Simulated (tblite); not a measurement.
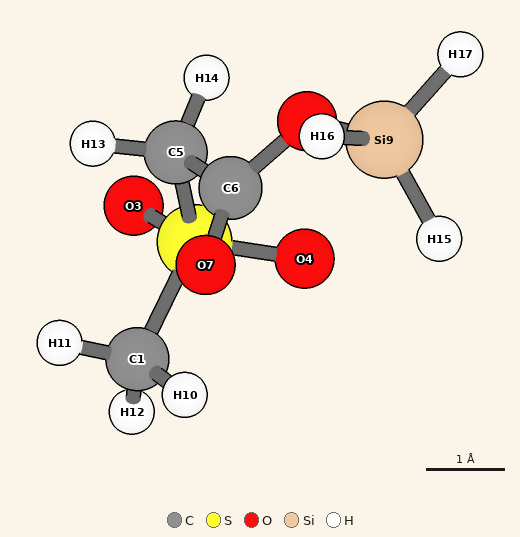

*The starting structure (ball-and-stick view, seen at a tilt; atoms are numbered from 1 in the order of the input).*

Bond lengths as drawn: C–C 1.48 Å, C–H 1.08 to 1.10 Å, C–O 1.22 to 1.36 Å, C–S 1.77 to 1.78 Å, H–Si 1.47 to 1.49 Å, O–S 1.43 to 1.45 Å and O–Si 1.66 Å.

Run report: C3H8O4SSi, geometry relaxation (part 1 of 2)

System: C3H8O4SSi, SMILES CS(=O)(=O)CC(=O)O[SiH3].
Method: GFN2-xTB geometry optimisation, gas phase (tblite 0.8.0).

It belongs to a series of runs on one base structure; here: H on C replaced by SO2CH3.

Output:
```
step      E/eV     max force
  0    -864.77375    1.815
  1    -864.88784    1.792
  2    -864.93093    0.972
  3    -864.95677    0.495
  4    -864.97739    0.404
  5    -864.98616    0.358
  6    -864.99547    0.246
  7    -865.00334    0.225
  8    -865.00920    0.207
  9    -865.01349    0.148
 10    -865.01707    0.153
 11    -865.02018    0.135
 12    -865.02250    0.100
 13    -865.02415    0.113
 14    -865.02551    0.116
 15    -865.02660    0.081
 16    -865.02738    0.070
 17    -865.02797    0.066
 18    -865.02856    0.081
 19    -865.02921    0.062
 20    -865.02985    0.060
 21    -865.03048    0.058
 22    -865.03115    0.079
 23    -865.03197    0.086
 24    -865.03303    0.092
 25    -865.03432    0.096
 26    -865.03577    0.096
 27    -865.03729    0.113
 28    -865.03884    0.112
 29    -865.04039    0.091
 30    -865.04182    0.088
 31    -865.04295    0.092
 32    -865.04372    0.073
 33    -865.04428    0.069
 34    -865.04486    0.082
 35    -865.04582    0.105
 36    -865.04748    0.161
 37    -865.05005    0.173
 38    -865.05314    0.147
 39    -865.05608    0.137
 40    -865.05880    0.159
 41    -865.06066    0.197
 42    -865.06200    0.221
 43    -865.06490    0.142
 44    -865.06698    0.096
 45    -865.06850    0.106
 46    -865.06995    0.124
 47    -865.07124    0.079
 48    -865.07215    0.063
 49    -865.07287    0.073
 50    -865.07355    0.120
 51    -865.07459    0.112
 52    -865.07620    0.070
 53    -865.07762    0.102
 54    -865.07877    0.104
 55    -865.08016    0.090
 56    -865.08171    0.107
 57    -865.08326    0.094
 58    -865.08354    0.156
 59    -865.08552    0.103
 60    -865.08639    0.074
 61    -865.08803    0.091
 62    -865.08895    0.134
 63    -865.09091    0.172
 64    -865.09269    0.149
 65    -865.09429    0.100
 66    -865.09499    0.084
 67    -865.09544    0.047
 68    -865.09573    0.041
 69    -865.09599    0.043
 70    -865.09620    0.039
 71    -865.09637    0.035
 72    -865.09650    0.035
 73    -865.09663    0.039
 74    -865.09680    0.047
 75    -865.09698    0.037
 76    -865.09712    0.032
 77    -865.09723    0.030
 78    -865.09734    0.028
 79    -865.09747    0.030
 80    -865.09759    0.022
 81    -865.09768    0.022
 82    -865.09775    0.019
 83    -865.09783    0.024
 84    -865.09791    0.021
 85    -865.09798    0.018
 86    -865.09802    0.019
 87    -865.09808    0.020
 88    -865.09817    0.023
 89    -865.09829    0.021
 90    -865.09838    0.017
 91    -865.09844    0.019
 92    -865.09849    0.019
 93    -865.09856    0.019
 94    -865.09868    0.022
 95    -865.09880    0.023
 96    -865.09890    0.025
 97    -865.09898    0.025
 98    -865.09906    0.023
 99    -865.09916    0.019
100    -865.09928    0.020
101    -865.09939    0.023
102    -865.09949    0.025
103    -865.09959    0.022
104    -865.09972    0.023
105    -865.09985    0.034
106    -865.09993    0.027
107    -865.09998    0.016
108    -865.10001    0.013
109    -865.10003    0.015
110    -865.10006    0.017
111    -865.10009    0.015
112    -865.10011    0.008
```

Trajectory as extended XYZ (Å, eV, eV/Å), 13 of the 113 frames kept, from step=0 to step=112:
```
17
Properties=species:S:1:pos:R:3:forces:R:3 step=0 energy=-864.77375
C    -2.4513   -0.5698    0.5938   -0.8640  -0.3490   0.3970
S    -1.6826    0.4743   -0.6323   -0.5260  -1.0010  -0.7920
O    -2.6061    1.5307   -0.9328    0.0530  -0.0200  -0.3500
O    -1.1632   -0.3694   -1.6901   -0.3640   0.7210   0.4850
C    -0.3127    1.2295    0.2013    0.9460   1.2980   0.3430
C     0.6520    0.1904    0.6330    1.0410  -0.5580   0.5620
O     0.4022   -0.6380    1.4931    0.6880   0.9340  -1.3960
O     1.8468    0.3347   -0.0026   -1.2410  -0.5280   0.8080
Si    3.1343   -0.6839    0.2391    0.7860  -0.5900   0.3240
H    -1.8487   -1.4486    0.7836    0.0980   0.1110   0.0160
H    -2.6138    0.0098    1.5060    0.1150  -0.1660  -0.2870
H    -3.4301   -0.8843    0.1951    0.4800   0.1970   0.1220
H    -0.6743    1.8035    1.0642   -0.1070  -0.2360  -0.2540
H     0.1533    1.9257   -0.5172   -0.1780  -0.2880   0.2350
H     2.7537   -2.0704   -0.0818   -0.0500   0.3090   0.0900
H     3.5943   -0.5628    1.6530   -0.2870   0.0060  -0.4610
H     4.2392   -0.2592   -0.6508   -0.5890   0.1580   0.1590
17
Properties=species:S:1:pos:R:3:forces:R:3 step=9 energy=-865.01349
C    -2.4781   -0.5884    0.6104    0.0480   0.0190   0.0130
S    -1.6886    0.4646   -0.6307   -0.0160  -0.0480   0.0100
O    -2.6059    1.5126   -0.9820    0.0520   0.0360   0.0430
O    -1.1802   -0.3488   -1.6948    0.0740  -0.0530   0.0190
C    -0.2608    1.2739    0.2180   -0.0920  -0.0480  -0.0820
C     0.7168    0.2125    0.6286   -0.0820   0.0500   0.0110
O     0.4489   -0.6405    1.4388    0.0740   0.0440  -0.1050
O     1.8733    0.2955    0.0102    0.0340  -0.0630   0.0290
Si    3.1642   -0.7481    0.2690   -0.0980   0.0470   0.0110
H    -1.8376   -1.4392    0.7989    0.0060   0.0140  -0.0030
H    -2.6185   -0.0031    1.5086   -0.0220   0.0180  -0.0020
H    -3.4346   -0.8944    0.2017    0.0610   0.0000  -0.0030
H    -0.6973    1.8051    1.0590    0.0690  -0.0460   0.0050
H     0.1595    1.9580   -0.5129    0.0330   0.0330   0.0380
H     2.7298   -2.1008   -0.0704    0.0480   0.0780   0.0810
H     3.5684   -0.5659    1.6666   -0.0490  -0.0930  -0.1040
H     4.1337   -0.1809   -0.6643   -0.1400   0.0130   0.0390
17
Properties=species:S:1:pos:R:3:forces:R:3 step=19 energy=-865.02921
C    -2.4631   -0.5841    0.6163    0.0090   0.0220  -0.0060
S    -1.6758    0.4583   -0.6298    0.0000   0.0070  -0.0340
O    -2.5868    1.5076   -0.9919   -0.0030  -0.0110  -0.0070
O    -1.1599   -0.3692   -1.6796    0.0470  -0.0030   0.0140
C    -0.2606    1.2801    0.2151   -0.0580  -0.0010  -0.0210
C     0.7127    0.2201    0.6117    0.0490  -0.0210  -0.0030
O     0.4557   -0.6464    1.4096   -0.0210  -0.0210   0.0020
O     1.8675    0.3098   -0.0044    0.0110  -0.0200   0.0110
Si    3.1366   -0.7435    0.2685    0.0270  -0.0350  -0.0210
H    -1.8179   -1.4276    0.8153    0.0310  -0.0050   0.0230
H    -2.6236    0.0074    1.5060   -0.0150   0.0260   0.0240
H    -3.4086   -0.9023    0.1950    0.0030  -0.0220  -0.0040
H    -0.6875    1.7895    1.0719   -0.0130   0.0330   0.0110
H     0.1644    1.9764   -0.5019   -0.0150   0.0240   0.0350
H     2.7271   -2.1084   -0.0370   -0.0110   0.0400  -0.0130
H     3.5440   -0.6116    1.6663   -0.0260   0.0140  -0.0340
H     4.0687   -0.1439   -0.6764   -0.0150  -0.0250   0.0240
17
Properties=species:S:1:pos:R:3:forces:R:3 step=28 energy=-865.03884
C    -2.4361   -0.5710    0.6287    0.0030   0.0100  -0.0350
S    -1.6467    0.4506   -0.6320    0.0030   0.0030  -0.0510
O    -2.5730    1.4628   -1.0557    0.0170   0.0090   0.0210
O    -1.0677   -0.3852   -1.6414   -0.0050  -0.0460   0.0050
C    -0.2699    1.2992    0.2413   -0.0820   0.0460  -0.0070
C     0.6955    0.2170    0.6034    0.0610   0.0470  -0.0080
O     0.4297   -0.6783    1.3665   -0.0040   0.0540  -0.0060
O     1.8485    0.3167   -0.0104    0.0150   0.0240  -0.0260
Si    3.1058   -0.7530    0.2440    0.0310  -0.0470  -0.0010
H    -1.7564   -1.3727    0.8798   -0.0050  -0.0160   0.0400
H    -2.6471    0.0518    1.4872   -0.0270   0.0030  -0.0150
H    -3.3516   -0.9495    0.1930   -0.0160  -0.0260   0.0050
H    -0.7063    1.7897    1.1021   -0.0390  -0.0170   0.1040
H     0.1448    2.0276   -0.4486    0.0680  -0.0440  -0.0130
H     2.6807   -2.1122   -0.0620    0.0020   0.0330  -0.0380
H     3.4922   -0.6297    1.6478    0.0170   0.0060  -0.0120
H     4.0505   -0.1519   -0.6891   -0.0400  -0.0400   0.0380
17
Properties=species:S:1:pos:R:3:forces:R:3 step=37 energy=-865.05005
C    -2.4219   -0.5641    0.6344   -0.0040   0.0310  -0.0190
S    -1.6109    0.4317   -0.6368    0.0310  -0.0080  -0.0360
O    -2.5353    1.4141   -1.1309    0.0430  -0.0430   0.0670
O    -0.9806   -0.4284   -1.5938    0.0090  -0.0020   0.0030
C    -0.2797    1.3214    0.2792   -0.1160   0.0810  -0.0990
C     0.7017    0.2488    0.5955    0.0470  -0.0100   0.1140
O     0.4443   -0.6572    1.3500    0.0960  -0.0820   0.0450
O     1.8451    0.3547   -0.0324   -0.0540  -0.0120   0.0290
Si    3.0606   -0.7662    0.2219    0.0780  -0.0510  -0.0610
H    -1.7170   -1.3069    0.9864   -0.0150   0.0490  -0.0080
H    -2.7142    0.1100    1.4288   -0.0740  -0.0500  -0.0170
H    -3.2856   -1.0317    0.1769    0.0150   0.0340   0.0190
H    -0.7409    1.7602    1.1556   -0.0230  -0.0320   0.0660
H     0.1374    2.0811   -0.3687    0.0070   0.0710  -0.1140
H     2.6063   -2.1027   -0.1374   -0.0210   0.0440   0.0260
H     3.4532   -0.6606    1.6260   -0.0200  -0.0250  -0.0300
H     4.0305   -0.1920   -0.6998    0.0000   0.0030   0.0150
17
Properties=species:S:1:pos:R:3:forces:R:3 step=47 energy=-865.07124
C    -2.4202   -0.5429    0.6355   -0.0290  -0.0290   0.0150
S    -1.5415    0.3924   -0.6333   -0.0300   0.0040  -0.0050
O    -2.4518    1.3381   -1.2147    0.0400   0.0170  -0.0130
O    -0.8559   -0.5046   -1.5160    0.0030   0.0330   0.0510
C    -0.2866    1.3373    0.3311   -0.0670   0.0210  -0.0360
C     0.7475    0.3077    0.6300   -0.0110  -0.0240   0.0230
O     0.5482   -0.5950    1.4084   -0.0020  -0.0250   0.0310
O     1.8569    0.4194   -0.0505   -0.0270   0.0040   0.0120
Si    3.0123   -0.7812    0.1559    0.0320  -0.0340  -0.0130
H    -1.6992   -1.1652    1.1516   -0.0330   0.0250  -0.0040
H    -2.8989    0.1631    1.3030    0.0400  -0.0140  -0.0310
H    -3.1683   -1.1409    0.1295    0.0380  -0.0420   0.0020
H    -0.7997    1.6872    1.2192    0.0120   0.0410   0.0250
H     0.0783    2.1537   -0.2802    0.0300   0.0110  -0.0430
H     2.4495   -2.0607   -0.2451   -0.0010   0.0090  -0.0130
H     3.3943   -0.7590    1.5647    0.0360  -0.0110  -0.0100
H     4.0280   -0.2375   -0.7345   -0.0300   0.0130   0.0090
17
Properties=species:S:1:pos:R:3:forces:R:3 step=56 energy=-865.08171
C    -2.4252   -0.5369    0.6243   -0.0270  -0.0490   0.0910
S    -1.4976    0.3814   -0.6220   -0.0270  -0.0760   0.0010
O    -2.3749    1.3035   -1.2864    0.0340  -0.0350   0.0240
O    -0.7518   -0.5382   -1.4290   -0.0060   0.0190  -0.0440
C    -0.2942    1.3543    0.3723   -0.0390   0.0030  -0.0140
C     0.7533    0.3362    0.6769   -0.0220  -0.0040  -0.0060
O     0.5765   -0.5532    1.4754   -0.0620   0.0110   0.0380
O     1.8431    0.4390   -0.0326    0.0010   0.0240   0.0170
Si    2.9696   -0.7974    0.1078    0.0410  -0.0190  -0.0120
H    -1.7051   -1.0426    1.2570    0.0140   0.0220  -0.0160
H    -3.0223    0.1700    1.1869   -0.0040  -0.0250  -0.0470
H    -3.0555   -1.2604    0.1192    0.0310   0.0700  -0.0130
H    -0.8120    1.7013    1.2585   -0.0210   0.0470   0.0030
H     0.0535    2.1665   -0.2548    0.0750   0.0320   0.0210
H     2.3447   -2.0326   -0.3340    0.0170  -0.0080  -0.0150
H     3.4047   -0.8493    1.4997    0.0050  -0.0130   0.0150
H     3.9863   -0.2296   -0.7643   -0.0110   0.0030  -0.0420
```
